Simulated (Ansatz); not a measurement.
A computed series for TiS2: response to strain

The parent structure is TiS2 in the CdI2 type structure (space group P-3m1, No. 164; layered, stacked along the Cartesian z axis; relaxed with 0.1 eV smearing).

```
CELL_PARAMETERS angstrom
      3.35942     0.00000     0.00000
     -1.67971     2.90935     0.00000
      0.00000     0.00000     5.52001
ATOMIC_POSITIONS crystal
  Ti 0.00000 0.00000 0.00000
  S  0.33333 0.66667 0.25887
  S  0.66667 0.33333 0.74113
```

Strains are applied to the cell and any free atomic positions relax.

Computed with Kohn–Sham DFT with the PBE-D3(BJ) functional, run in Ansatz (a first-principles code) with PAW and 420 eV plane waves, scalar-relativistic without spin-orbit coupling.

Notes on the quantities. energy relative to the base: free energy F.

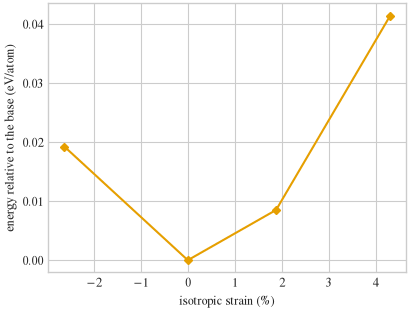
Fig. 1. Energy relative to the base against isotropic strain

```
isotropic strain (%)  energy relative to the base
--------------------  ---------------------------
-2.63                                +19 meV/atom
1.88                                +8.5 meV/atom
4.31                                 +41 meV/atom
```

No phonon test of stability was made. All final runs are without spin polarisation.
